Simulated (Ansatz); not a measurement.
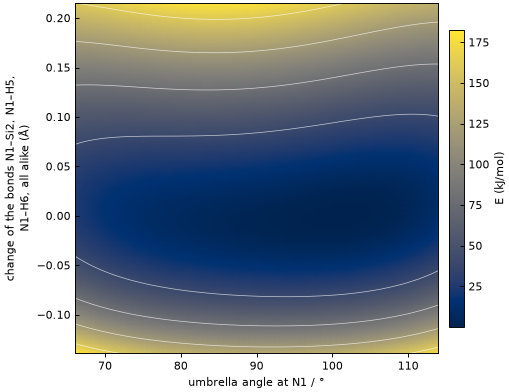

Energy landscape of Cl2H2NSi, SMILES N[Si](Cl)Cl, spin multiplicity 2. 
- The first coordinate is: umbrella angle at N1 (between each of its bonds and their common axis; 90 is planar); the second: change of the bonds N1–Si2, N1–H5, N1–H6, all alike.
- Nothing is relaxed (all other coordinates rigid).
- The scan uses a 15 × 15 grid.
- Points are written as (first, second).
- All energies are given in kJ/mol relative to the relaxed molecule at the same level.
- Computed with UKS PBE-D4/def2-SVP (Ansatz 0.2.0).

The picture shows a smooth colour map with a few white contour lines. Between grid points the surface is interpolated. 

Where are the wells?

Answer. The lowest grid point is at (100.3°, −0.013 Å), 0.8 kJ/mol from the relaxed molecule at the same level. No other kind of well shows on this grid. The highest grid point, (66.0°, −0.139 Å), lies 182 kJ/mol above the lowest.

The input of one point:

```yaml
crystal:
  periodic: [false, false, false]
  atoms:
    - { symbol: "N", position_ang: [-0.014497, 0.903386, -0.174709] }
    - { symbol: Si, position_ang: [-0.330081, -0.708029, 0.358841] }
    - { symbol: Cl, position_ang: [1.357831, -1.291523, 1.458188] }
    - { symbol: Cl, position_ang: [-0.55209, -1.855809, -1.382207] }
    - { symbol: H, position_ang: [0.311847, 1.591379, 0.491455] }
    - { symbol: H, position_ang: [-0.607281, 1.314835, -0.883914] }
magnetization:
  spin_polarized: true
  initial_magnetization: 1
basis:
  gaussian: { orbitals: def2-SVP }
hamiltonian:
  xc: pbe
  dispersion: d4
output:
  forces: true
```

Each point was launched as `ansatz run input.yaml --threads 1 --pin off --max-ram 2560MiB --backend cpu --events-out ev --progress --plain --runs-dir out`. Time for the 225 points that were run: 22 min on 1 thread of Arm Neoverse N1, on a shared host.
